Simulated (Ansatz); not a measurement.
**F$_{3}$H$_{6}$NOSi$_{2}$···H$_{2}$O: density, localisation and related maps**

```xyz
16

Si   -0.6358    1.0280    0.1909
O    -0.3940   -0.0832   -1.0054
Si    0.6340   -0.0512   -2.3019
F    -1.9357    0.2362    0.8246
F     0.7965    1.8272   -0.0721
F    -1.4825    2.3608   -0.0558
H     0.2563   -0.5346    1.7723
N     0.1853    0.4973    1.8462
H    -0.2988   -1.7587    0.1128
O     0.0471   -2.1608    0.9257
H     0.4933    1.2120   -3.0640
H     2.0407   -0.2299   -1.8633
H     0.2485   -1.1994   -3.1603
H    -0.4145    0.7036    2.6383
H     1.1028    0.9067    1.9814
H    -0.6433   -2.7540    1.2309
```

The reactant side of a reaction path; geometry: PBE0-D4/def2-TZVP; a saddle point, not a minimum.

Theory: RKS PBE0-D4/def2-TZVPP in Ansatz.

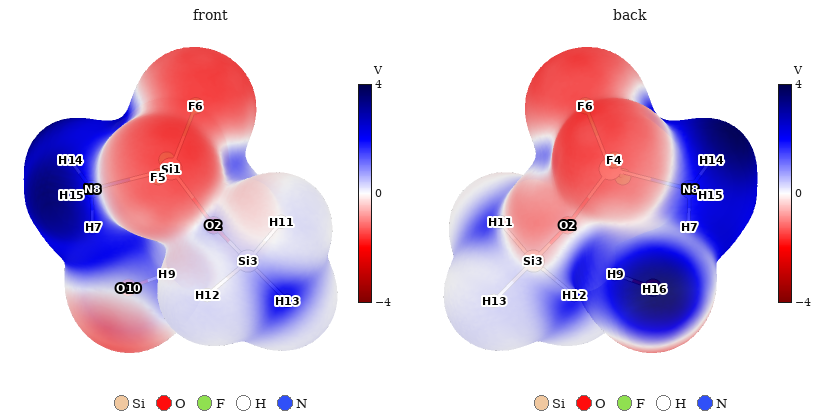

Figure 1. The electrostatic potential painted on the density surface at 0.004 e/bohr³, seen from the front and from behind; red is negative and blue positive.

**Where is the surface potential most negative and most positive?**

The most negative region (about −1.6 V, or −37 kcal/mol for a unit charge) lies over F4, F5 and F6, the most positive (about +3.7 V, or +85 kcal/mol for a unit charge) over H14 and H16.

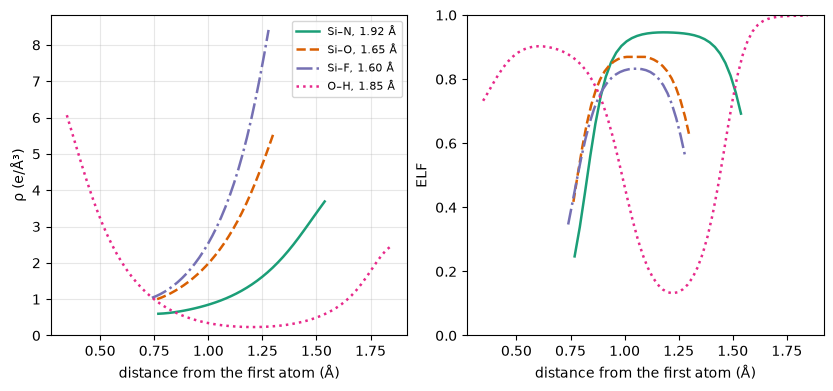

Figure 2. Total electron density and ELF along straight lines between neighbouring atoms. The curves leave out the atomic cores.

**Compare the contacts.**

Si–N (1.92 Å): ρ is about 0.78 e/Å³ halfway; the ELF peaks at about 0.95 between the atoms (a polar covalent bond).
Si–O (1.65 Å): ρ at the midpoint is about 1.2 e/Å³; the ELF peaks at about 0.85 between the atoms; a shared but strongly polarised pair.
Si–F (1.60 Å): the density is about 1.2 e/Å³ at the midpoint; the ELF peaks at about 0.85 in the valence shell of F, 0.5 Å from its nucleus, and is about 0.55 at the midpoint.
O10···H7 (1.85 Å): the density falls to about 0.23 e/Å³ on the way; the ELF dips to about 0.15 between them; by its geometry a hydrogen bond between the two molecules, with no shared pair.

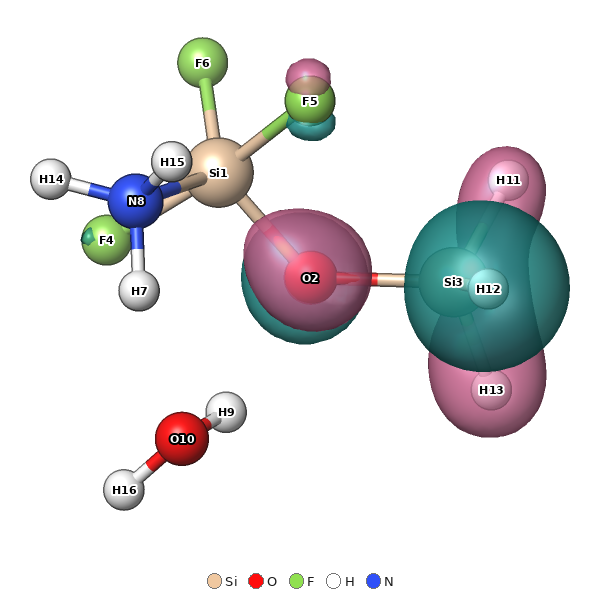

Figure 3. The HOMO at ±0.15 Å⁻³ᐟ² (teal and pink are the two phases), seen at a tilt.

**Describe this orbital and give its energy.**

Its weight (Hirshfeld) is mainly on O2 (about 30 %), Si3 (about 25 %), H12 (about 25 %) and H13 (about 10 %). Its energy is −8.93 eV.
